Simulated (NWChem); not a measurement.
**Energy and gradient calculation, with input and output: Si2H4OF2**

- system: Si2H4OF2, SMILES O[SiH](F)[SiH2]F
- method: B3LYP/def2-SVP, RKS (NWChem 7.3.0)

The geometry comes from this level: PBE0-D4/def2-TZVP.

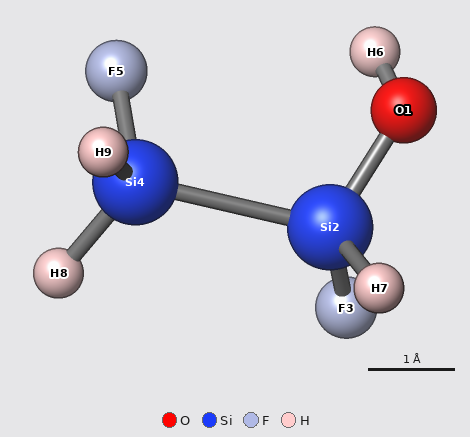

**Figure 1.** The structure (ball-and-stick view, seen at a tilt; atoms are numbered from 1 in the order of the input). Bond lengths as drawn: F–Si 1.60 to 1.61 Å, H–O 0.96 Å, H–Si 1.48 to 1.49 Å, O–Si 1.63 Å and Si–Si 2.36 Å.

**The input**
```python
from ase import Atoms
from ase.calculators.nwchem import NWChem

atoms = Atoms(['O', 'Si', 'F', 'Si', 'F', 'H', 'H', 'H', 'H'], positions=[
    [0.844300, 1.766700, -0.485000],
    [0.969400, 0.137800, -0.453100],
    [0.986700, -0.459700, -1.938500],
    [-0.894000, -0.772400, 0.668300],
    [-2.133900, 0.202600, 0.333800],
    [-0.014200, 2.154900, -0.665100],
    [2.284600, -0.163900, 0.153800],
    [-1.253000, -2.143900, 0.226600],
    [-0.701500, -0.768300, 2.142300],
])

calc = NWChem(
    label='a',
    theory='dft',
    memory='2200 mb',
    basis='def2-SVP',
    basispar='spherical bse',
    dft={'xc': 'b3lyp', 'mult': '1', 'grid': 'fine', 'convergence': 'energy 1e-08', 'iterations': '100', 'mulliken': None, 'print': 'low'},
)
atoms.calc = calc

forces = atoms.get_forces()
print("Total energy (eV):", round(atoms.get_potential_energy(), 6))
print("forces (eV/A):")
for s, f in zip(atoms.symbols, forces):
    print(f"{s:2s} {f[0]:10.5f} {f[1]:10.5f} {f[2]:10.5f}")
```

**File a.nwi**
```
title "a"

permanent_dir a

scratch_dir a

start a

geometry units angstrom nocenter noautosym noautoz
  O  8.4430000000000005e-01 1.7666999999999999e+00 -4.8499999999999999e-01
  Si 9.6940000000000004e-01 1.3780000000000001e-01 -4.5310000000000000e-01
  F  9.8670000000000002e-01 -4.5970000000000000e-01 -1.9384999999999999e+00
  Si -8.9400000000000002e-01 -7.7239999999999998e-01 6.6830000000000001e-01
  F  -2.1339000000000001e+00 2.0260000000000000e-01 3.3379999999999999e-01
  H  -1.4200000000000001e-02 2.1549000000000000e+00 -6.6510000000000002e-01
  H  2.2846000000000002e+00 -1.6389999999999999e-01 1.5379999999999999e-01
  H  -1.2529999999999999e+00 -2.1438999999999999e+00 2.2660000000000000e-01
  H  -7.0150000000000001e-01 -7.6829999999999998e-01 2.1423000000000001e+00
end

memory 2200 mb

basis spherical bse noprint
   * library def2-SVP
end

dft
  xc b3lyp
  mult 1
  grid fine
  convergence energy 1e-08
  iterations 100
  mulliken
  print low
end

task dft gradient
```

Launch command:
```bash
export ASE_NWCHEM_COMMAND="nwchem PREFIX.nwi > PREFIX.nwo"
python run.py
```

**What the program printed**
```
Total energy (eV): -23295.233551
forces (eV/A):
O     0.15524    0.63763    0.05471
Si    0.12778   -0.31455    0.95259
F    -0.02443   -0.42089   -1.02294
Si    0.68345   -0.54147    0.16141
F    -0.74871    0.64062   -0.23027
H    -0.27902    0.15663   -0.06022
H     0.04772   -0.04078    0.05780
H     0.00293   -0.10804   -0.01887
H     0.03507   -0.00915    0.10588
```

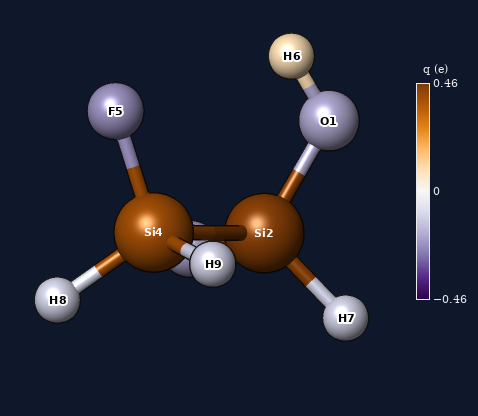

**Figure 2.** Löwdin charges, as the colour of each atom (ball-and-stick view, seen at a tilt; atoms are numbered from 1 in the order of the input). By element: O −0.19, Si +0.40 to +0.44, F −0.22 to −0.20 and H −0.11 to +0.09 e.

**Summary**

- outcome: converged
- total energy: −856.084050 hartree
- largest force: 1.106 eV/Å
- hardware: 1 thread of Intel Xeon (Sapphire Rapids), 16 GiB of memory available, shared host
- wall time: 21 s
- peak memory: 0.12 GiB
